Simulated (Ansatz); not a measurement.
# [AlF4]− (fluoroaluminate) at PBE/6-311+G(d,p)

Aim: the vertical ionisation energy of [AlF4]− (fluoroaluminate) at PBE/6-311+G**, from 2 runs. 

The calculation is run with Ansatz 0.2.0.

2 further runs of the same task are left out: 2 set aside as unsound or not needed.

## (1) The system as given

[AlF4]− has 5 atoms, charge -1, and is taken as a singlet. As SMILES, `[F][Al-]([F])([F])[F]`. The shape is that of a PBE0-D4/def2-TZVPD optimisation.

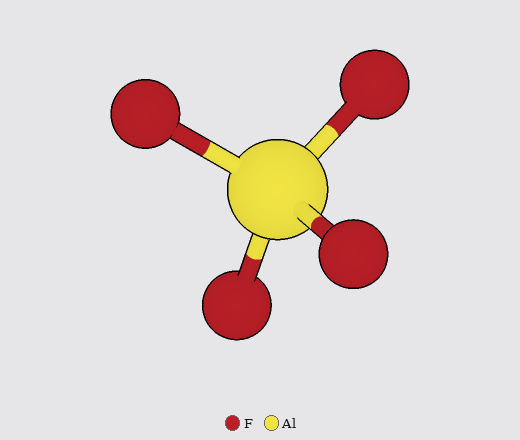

Viewed from a chosen angle; fluorine red, aluminium yellow.

## (2) A single-point energy at PBE/6-311+G(d,p)

molecule.yaml reads:

```yaml
crystal:
  periodic: [false, false, false]
  atoms:
    - {symbol: F, position_ang: [-0.101500, -0.294000, 1.660000]}
    - {symbol: Al, position_ang: [-0.000000, 0.000000, 0.000000]}
    - {symbol: F, position_ang: [-1.343000, 0.895800, -0.496200]}
    - {symbol: F, position_ang: [0.034500, -1.469900, -0.831000]}
    - {symbol: F, position_ang: [1.409900, 0.868100, -0.332800]}
basis:
  gaussian: {orbitals: 6-311+G_st__st_-spherical.json}
total_charge: -1
hamiltonian: {xc: pbe}
accuracy: high
output: {orbitals: {seedname: orbitals}}
```

The basis set 6-311+G** is read from a file made from the Basis Set Exchange's data (not shown).

Started as:

```console
$ ansatz run molecule.yaml --threads 1 --pin off --max-ram 3480MiB --events-out events.jsonl --progress --plain --runs-dir runs
```

The program printed:

```text
Warning: RAYON_NUM_THREADS=1 ignored (pool sized by the plan → 1); use --threads N
Functional definition: PBE
  name "PBE"
  parameter kappa = 0.804
  parameter beta = 0.06672455060314922
  exchange = pbe_x(kappa = kappa, mu = beta*pi^2/3)
  correlation = pbe_c(beta = beta)
2116 factors; integrals over basis functions are off by at most 2.5e-8 eV
mean field evaluation 1: about -17464.0486 eV, gradient 2.5e1 eV
mean field evaluation 2: about -17461.3178 eV, gradient 5.2e1 eV
mean field evaluation 4: about -17464.9692 eV, gradient 4.6e-1 eV
mean field evaluation 8: about -17464.9706 eV, gradient 6.9e-3 eV
mean field evaluation 16: about -17464.9706 eV, gradient 2.7e-7 eV
mean field -17464.97060448 eV, -641.8258315322 hartree, gradient 7.2e-9 eV, S^2 0.000000; 0 other end points of the search recorded, 0 dependent functions left out
reference -17464.97061126 eV, -641.8258317815 hartree; 25, 25 occupied and 93, 93 virtual orbitals, 2116 factors
Total energy: -17464.97061126 eV, -641.8258317815 hartree
```

Run time: 2.3 s. Hardware: 1 thread of AMD EPYC 9R45 (Zen 5), shared host; peak memory 0.31 GiB.

## (3) Doublet neutral AlF4

in.yaml reads:

```yaml
crystal:
  periodic: [false, false, false]
  atoms:
    - symbol: F
      position_ang: [-0.101500, -0.294000, 1.660000]
    - symbol: Al
      position_ang: [-0.000000, 0.000000, 0.000000]
    - symbol: F
      position_ang: [-1.343000, 0.895800, -0.496200]
    - symbol: F
      position_ang: [0.034500, -1.469900, -0.831000]
    - symbol: F
      position_ang: [1.409900, 0.868100, -0.332800]
basis:
  gaussian: {orbitals: 6-311+G_st__st_-spherical.json}
hamiltonian: {xc: pbe}
magnetization: {spin_polarized: true, initial_magnetization: 1}
output: {orbitals: {seedname: orbitals}}
accuracy: high
```

The basis set 6-311+G** is read from a file made from the Basis Set Exchange's data (not shown).

Started as:

```console
$ ansatz run in.yaml --threads 1 --pin off --max-ram 3480MiB --events-out events.jsonl --progress --plain --runs-dir runs
```

The program printed, shortened:

```text
Warning: RAYON_NUM_THREADS=1 ignored (pool sized by the plan → 1); use --threads N
[... 2 set-up lines as earlier in the session ...]
[...]
2116 factors; integrals over basis functions are off by at most 2.5e-8 eV
[...]
mean field -17458.06874886 eV, -641.5721930168 hartree, gradient 2.6e-8 eV, S^2 0.751896; 18 other end points of the search recorded, 0 dependent functions left out
reference -17458.06875936 eV, -641.5721934026 hartree; 25, 24 occupied and 93, 94 virtual orbitals, 2116 factors
Total energy: -17458.06875936 eV, -641.5721934026 hartree
```

It took 21 s on 1 thread of AMD EPYC 9R45 (Zen 5), shared host; peak memory 0.42 GiB.

## (4) Summary of results

At PBE/6-311+G**:

| quantity | value |
| --- | --- |
| singlet [AlF4]−: total energy | -641.82583 Eh |
| singlet [AlF4]−: HOMO energy | -3.45 eV |
| singlet [AlF4]−: LUMO energy | 3.52 eV |
| singlet [AlF4]−: HOMO–LUMO gap (to an unbound level, set by the basis) | 6.97 eV |
| doublet neutral AlF4: total energy | -641.57219 Eh |
| doublet neutral AlF4: HOMO energy (highest over α and β) | -10.45 eV |
| doublet neutral AlF4: LUMO energy (lowest over α and β) | -10.40 eV |
| doublet neutral AlF4: ⟨S²⟩ | 0.752 |
| vertical detachment energy (to the doublet neutral) | 6.902 eV |

**Reading.** The vertical ionisation energy comes to 6.90 eV (666 kJ/mol). −ε(HOMO) before ionisation, 3.45 eV, is 3.45 eV below this ionisation energy.
